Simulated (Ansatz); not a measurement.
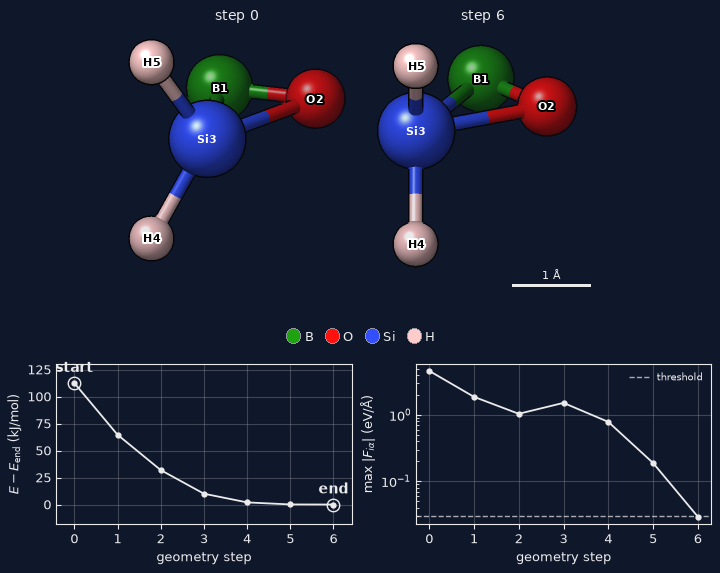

First and last geometry of a relaxation of BSiH₂O (multiplicity 2), with the history of the run. The picture is a ball-and-stick view, seen from a free direction.

It is one of the separated reactants of a reaction.

Computed with UKS PBE-D4/def2-SVP (Ansatz 0.2.0).

Input
```yaml
crystal:
  periodic: [false, false, false]
  atoms:
    - {symbol: B, position_ang: [0.305867, -0.556309, 1.147826]}
    - {symbol: O, position_ang: [-0.814269, 0.025978, 1.444720]}
    - {symbol: Si, position_ang: [-0.134017, 0.212545, -0.406374]}
    - {symbol: H, position_ang: [-0.291830, -0.853423, -1.420382]}
    - {symbol: H, position_ang: [0.934238, 1.171219, -0.765789]}
basis:
  gaussian: {orbitals: def2-SVP}
magnetization: {spin_polarized: true, initial_magnetization: 1}
hamiltonian: {xc: pbe, dispersion: d4}
relax: {f_tol: 0.03, max_steps: 250}
```

Launched with:
```bash
ansatz run in.yaml --threads 2 --pin off --events-out ev --progress --plain --max-ram 4352MiB
```

Question: What do the curves and the structures tell?

Answer: It converged. Si3 moves most after the best rigid fit: 0.56 Å. Largest moves by element: Si 0.56 Å, B 0.38 Å, O 0.33 Å, H 0.29 Å. Among the contacts that change: B1–Si3 1.789 → 2.003 Å, O2–Si3 1.981 → 1.894 Å, Si3–H4 1.480 → 1.501 Å. Bond angles that change, for instance: O2–Si3–H4 122.4° → 104.9°, B1–O2–Si3 62.1° → 75.2°, B1–Si3–H4 108.2° → 120.9°. Over 6 geometry steps the energy falls by 112.5 kJ/mol. The largest force component goes from 4.6 to 0.029 eV/Å. The run took 3 s on 2 threads of AMD EPYC 9B45, with other jobs on the host.
